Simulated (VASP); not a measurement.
```yaml
crystal:
  lattice:
    - [3.18285, -2.67837, 0.00000]
    - [3.18285, 2.67837, 0.00000]
    - [0.00000, 0.00000, 5.39615]
  atoms:
    - { symbol: H, position: [0.94581, 0.05419, 0.18301] }
    - { symbol: H, position: [0.05419, 0.94581, 0.68301] }
    - { symbol: Br, position: [0.75070, 0.24930, 0.99599] }
    - { symbol: Br, position: [0.24930, 0.75070, 0.49599] }
```

Calculation: r2SCAN meta-GGA, VASP's PBE PAW potentials (set 64) (plane waves; VASP). Settings: 400 eV cut-off, 6×6×5 Γ-centred mesh, tetrahedra with Blöchl corrections, potentials H Br.

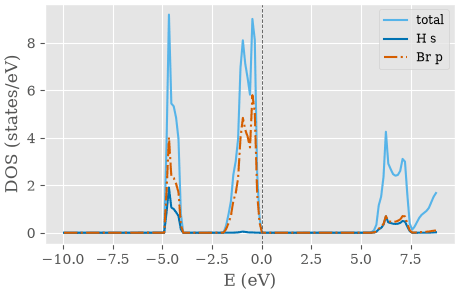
Figure: Total and projected density of states, zero at the valence-band maximum

Within 2 eV below the valence-band maximum the largest weight inside VASP's projection spheres is Br p.

The gap is direct, 5.32 eV, from the valence maximum at Γ to the conduction minimum at Γ.

The structure comes from a measured HBr entry (Cmc2_1) of the Crystallography Open Database, whose conditions weren't checked. It was relaxed first.
